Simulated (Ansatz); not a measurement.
**BHLYP/6-31G(d) (spherical functions) run of C4H8O (butyraldehyde)**

Aim: the electronic atomisation energy of C4H8O (butyraldehyde) at BHLYP/6-31G* (spherical functions), from 4 runs. 

The calculation is run with Ansatz 0.2.0.

49 further runs of the same task are left out: 49 set aside as unsound or not needed.

### 1 The molecule

C4H8O: 13 atoms, total charge 0, spin state singlet. SMILES: `CCCC=O`. The shape is that of a PBE0-D4/def2-TZVP optimisation. This is one conformer, not always the lowest.

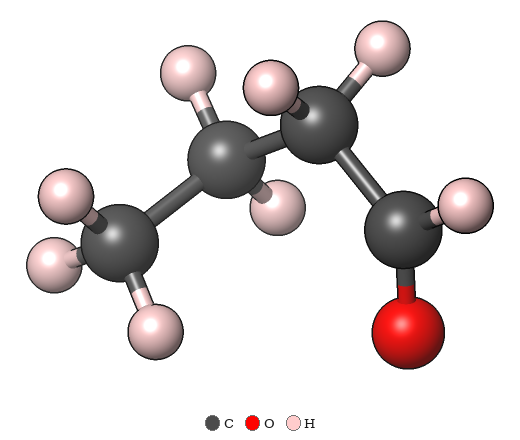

The structure, seen from a chosen angle (carbon dark grey, oxygen red, hydrogen pink).

### 2 The energy at BHLYP/6-31G(d) (spherical functions)

The input, job.yaml:

```yaml
crystal:
  periodic: [false, false, false]
  atoms:
    - {symbol: C, position_ang: [-1.358800, 0.247600, 0.768800]}
    - {symbol: C, position_ang: [0.157400, 0.343500, 0.817500]}
    - {symbol: C, position_ang: [0.841700, -0.545800, -0.204400]}
    - {symbol: C, position_ang: [0.730100, -0.083300, -1.626300]}
    - {symbol: O, position_ang: [0.239700, 0.954200, -1.979300]}
    - {symbol: H, position_ang: [-1.817000, 0.888100, 1.525300]}
    - {symbol: H, position_ang: [-1.694400, -0.776900, 0.955600]}
    - {symbol: H, position_ang: [-1.740200, 0.557700, -0.205500]}
    - {symbol: H, position_ang: [0.513100, 0.070500, 1.815300]}
    - {symbol: H, position_ang: [0.465500, 1.378500, 0.645000]}
    - {symbol: H, position_ang: [0.464500, -1.576800, -0.164500]}
    - {symbol: H, position_ang: [1.919000, -0.637400, -0.005700]}
    - {symbol: H, position_ang: [1.164600, -0.781200, -2.376600]}
basis:
  gaussian: {orbitals: 6-31G_st_-spherical.json}
hamiltonian: {xc: {name: BHLYP}}
accuracy: high
output: {orbitals: {seedname: orbitals}}
```

The basis set 6-31G* is read from a file made from the Basis Set Exchange's data (not shown).

Launch:

```bash
$ ansatz run job.yaml --threads 1 --pin off --max-ram 3480MiB --events-out events.jsonl --progress --plain --runs-dir runs
```

Standard output:

```text
Warning: RAYON_NUM_THREADS=1 ignored (pool sized by the plan → 1); use --threads N
Functional definition: BHLYP
  name "BHLYP"
  parameter a = 0.5
  exchange = (1 - a)*b88_x + a*exact_x
  correlation = lyp_c
2180 factors; integrals over basis functions are off by at most 3.1e-9 eV
mean field evaluation 1: about -6315.6518 eV, gradient 4.9e1 eV
mean field evaluation 2: about -6314.6835 eV, gradient 5.7e1 eV
mean field evaluation 4: about -6320.7696 eV, gradient 2.5e0 eV
mean field evaluation 8: about -6321.5073 eV, gradient 3.4e-1 eV
mean field evaluation 16: about -6321.5077 eV, gradient 6.6e-5 eV
mean field -6321.50773629 eV, -232.3111244369 hartree, gradient 3.7e-8 eV, S^2 0.000000; 0 other end points of the search recorded, 0 dependent functions left out
reference -6321.50776032 eV, -232.3111253199 hartree; 20, 20 occupied and 66, 66 virtual orbitals, 2180 factors
Total energy: -6321.50776032 eV, -232.3111253199 hartree
```

It took 11 s on 1 thread of AMD EPYC 7R43 (Zen 3), shared host; peak memory 0.33 GiB.

### 3 The C atom at the same level

The input, molecule.yaml:

```yaml
crystal:
  periodic: [false, false, false]
  atoms:
    - {symbol: C, position_ang: [0.000000, 0.000000, 0.000000]}
basis:
  gaussian: {orbitals: 6-31G_st_-spherical.json}
hamiltonian: {xc: {name: BHLYP}}
magnetization: {spin_polarized: true, initial_magnetization: 2}
accuracy: high
```

The basis set 6-31G* is read from a file made from the Basis Set Exchange's data (not shown).

Run the same way, it converges to -37.83454 Eh (log not shown).

### 4 The H atom, same level

The input, run.yaml:

```yaml
crystal:
  periodic: [false, false, false]
  atoms:
    - symbol: H
      position_ang: [0.000000, 0.000000, 0.000000]
basis:
  gaussian:
    orbitals: "6-31G*"
accuracy: high
magnetization:
  spin_polarized: true
  initial_magnetization: 1
hamiltonian:
  xc: {name: BHLYP}
```

Run the same way, it converges to -0.49683 Eh (log not shown).

### 5 The O atom at the same level

The input, input.yaml:

```yaml
crystal:
  periodic: [false, false, false]
  atoms:
    - symbol: O
      position_ang: [0.000000, 0.000000, 0.000000]
basis:
  gaussian: {orbitals: 6-31G_st_-spherical.json}
hamiltonian: {xc: {name: BHLYP}}
magnetization: {spin_polarized: true, initial_magnetization: 2}
accuracy: high
```

The basis set 6-31G* is read from a file made from the Basis Set Exchange's data (not shown).

Run the same way, it converges to -75.04275 Eh (log not shown).

### 6 Outcome

Level: BHLYP/6-31G* (spherical functions).

```
                     quantity          value
       molecule: total energy  -232.31113 Eh
        molecule: HOMO energy       -8.73 eV
        molecule: LUMO energy        1.16 eV
      molecule: HOMO–LUMO gap        9.89 eV
         C atom: total energy   -37.83454 Eh
                 C atom: ⟨S²⟩          2.003
         H atom: total energy    -0.49683 Eh
                 H atom: ⟨S²⟩          0.750
         O atom: total energy   -75.04275 Eh
                 O atom: ⟨S²⟩          2.003
electronic atomisation energy      53.213 eV
```

**Reading.** Taking the molecule apart into free atoms costs 53.21 eV (1227 kcal/mol), before zero-point energy and without spin-orbit coupling.
